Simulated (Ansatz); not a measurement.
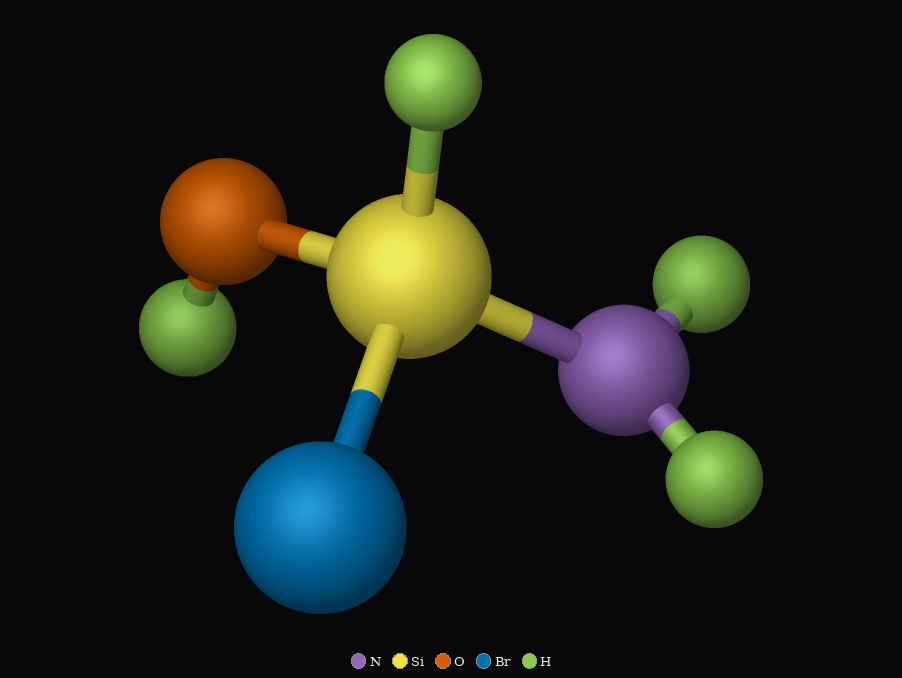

The structure as it stands in the input.

The calculation was set up as follows.

```yaml
crystal:
  periodic: [false, false, false]
  atoms:
    - {symbol: N, position_ang: [-0.868405, 0.757232, -0.055668]}
    - {symbol: Si, position_ang: [0.533016, -0.075589, -0.120567]}
    - {symbol: O, position_ang: [0.686260, -1.034440, 1.108121]}
    - {symbol: Br, position_ang: [0.440876, -1.129089, -1.978726]}
    - {symbol: H, position_ang: [-1.348590, 0.986613, -0.861344]}
    - {symbol: H, position_ang: [-1.064155, 1.357560, 0.676666]}
    - {symbol: H, position_ang: [1.736419, 0.669921, -0.117461]}
    - {symbol: H, position_ang: [-0.026910, -1.587024, 1.295316]}
basis:
  gaussian: {orbitals: aug-pcseg-2}
hamiltonian: {xc: {name: revPBE0}, dispersion: d3bj}
```

Command:

```sh
ansatz run in.yaml --threads 4 --pin off --events-out ev --progress --plain --max-ram 10444MiB
```

Result:

```
Functional definition: revPBE0
  name "revPBE0"
  cite "Zhang & Yang, Phys. Rev. Lett. 80, 890 (1998) doi:10.1103/PhysRevLett.80.890"
  cite "Adamo & Barone, J. Chem. Phys. 110, 6158 (1999) doi:10.1063/1.478522"
  cite "Perdew, Burke & Ernzerhof, Phys. Rev. Lett. 77, 3865 (1996) doi:10.1103/PhysRevLett.77.3865"
  parameter a = 0.25
  parameter kappa = 1.245
  parameter beta = 0.06672455060314922
  exchange = (1 - a)*pbe_x(kappa = kappa, mu = beta*pi^2/3) + a*exact_x
  correlation = pbe_c(beta = beta)
1437 factors; their error is unknown
mean field evaluation 1: about -81513.5259 eV, gradient 7.9e1 eV
mean field evaluation 2: about -81499.7053 eV, gradient 1.1e2 eV
mean field evaluation 4: about -81524.1296 eV, gradient 4.5e0 eV
mean field evaluation 8: about -81524.5925 eV, gradient 4.4e-1 eV
mean field evaluation 16: about -81524.5927 eV, gradient 5.9e-5 eV
mean field -81524.59266653 eV, -2995.9735211414 hartree, gradient 5.9e-5 eV, S^2 0.000000; 0 other end points of the search recorded, 0 dependent functions left out
reference -81524.59272678 eV, -2995.9735233557 hartree; 34, 34 occupied and 259, 259 virtual orbitals, 1437 factors
Total energy: -81524.99510188 eV, -2995.9883103676 hartree
```

Self-consistency was reached.
